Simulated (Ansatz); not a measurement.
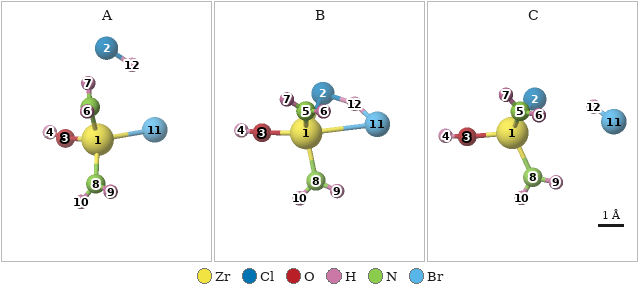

3 geometries from a converged minimum-energy path of ZrN₂H₆OBrCl, made up at the start of ZrN$_{2}$H$_{5}$OCl and HBr, shuffled. Style: ball-and-stick. Shown at a tilt.

Theory: Ansatz 0.2.0, RHF/def2-SVP. Settings: 7 movable images; climbing image; force threshold 0.03 eV/Å; iteration limit 60; starting path through a guess of the saddle point.

Question: One of them is the converged climbing image. Which?

Answer: B. In order along the path, whose images run from 0 to 8: C (image 1, +1.8 kJ/mol), B (image 3, +77.8 kJ/mol), A (image 8, +0.5 kJ/mol). Breaking: Br11–H12 (1.41 → 1.71 at the top → 2.90 Å), Zr1–Cl2 (2.45 → 2.69 at the top → 4.07 Å). Forming: Cl2–H12 (2.73 → 1.55 at the top → 1.28 Å), Zr1–Br11 (4.66 → 2.99 at the top → 2.63 Å).

Limits of the set-up: the start holds two separate molecules, 2.7 Å apart at their closest, whose relative position is a soft coordinate and is computed without a dispersion correction; Hartree-Fock leaves out electron correlation.
